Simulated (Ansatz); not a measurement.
## Electronic structure of F2HSi2 (SMILES F[SiH](F)[Si]) (doublet) in real space

Input

```
basis:
  gaussian:
    orbitals: def2-TZVPD
crystal:
  periodic: [false, false, false]
  atoms:
    - {symbol: F, position_ang: [0.910948, -1.117792, 0.409842]}
    - {symbol: F, position_ang: [1.557344, 1.410217, 0.587710]}
    - {symbol: Si, position_ang: [0.398707, 0.325030, 0.949804]}
    - {symbol: Si, position_ang: [-1.472155, 1.192028, -0.267738]}
    - {symbol: H, position_ang: [0.345577, 0.198248, 2.434643]}
magnetization:
  spin_polarized: true
  initial_magnetization: 1
hamiltonian:
  xc: pbe0
output: {forces: true, orbitals: {seedname: orbitals}}
```

Run with:

```sh
ansatz run input.yaml --threads 1 --pin off --max-ram 2610MiB --events-out events.jsonl --progress --plain --runs-dir runs
```

Geometry: PBE0-D3(BJ)/def2-SVP.

The calculation used isolated molecule in a Gaussian basis; Kohn-Sham density functional theory, functional PBE0 in Ansatz.

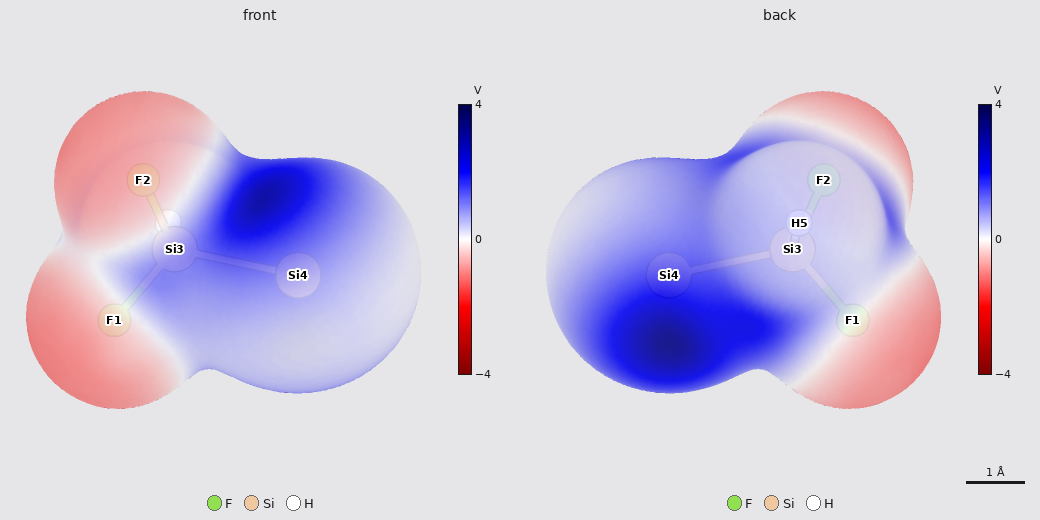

Figure 1. The electrostatic potential painted on the density surface at 0.002 e/bohr³, seen from the front and from behind; the colour scale runs from red (negative) to blue (positive).

> Which sites attract a positive test charge, and which a negative one?

A positive charge is drawn to the negative regions and a negative charge to the positive ones. The most negative region (about −0.9 V) lies over F1 and F2, the most positive (about +3.1 V) over Si4.

> What dipole moment does the calculation give?

Its dipole moment is 2.06 D.

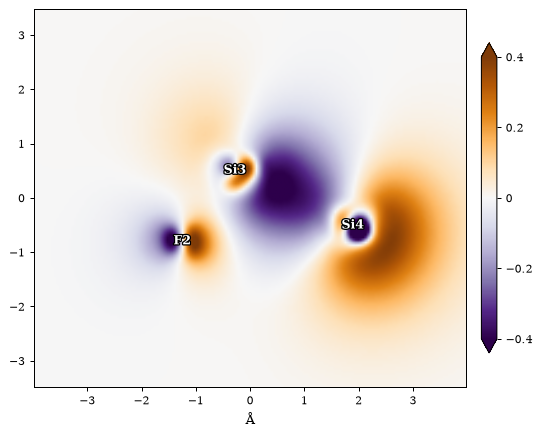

Figure 2. The HOMO (β) on the plane of atoms F2, Si3 and Si4 (values in Å⁻³ᐟ²; the overall sign is arbitrary).

> Describe this orbital and give its energy.

By Hirshfeld shares it lies mainly on Si4 (about 60 %), Si3 (about 25 %) and H5 (about 5 %). Its energy is −7.23 eV.
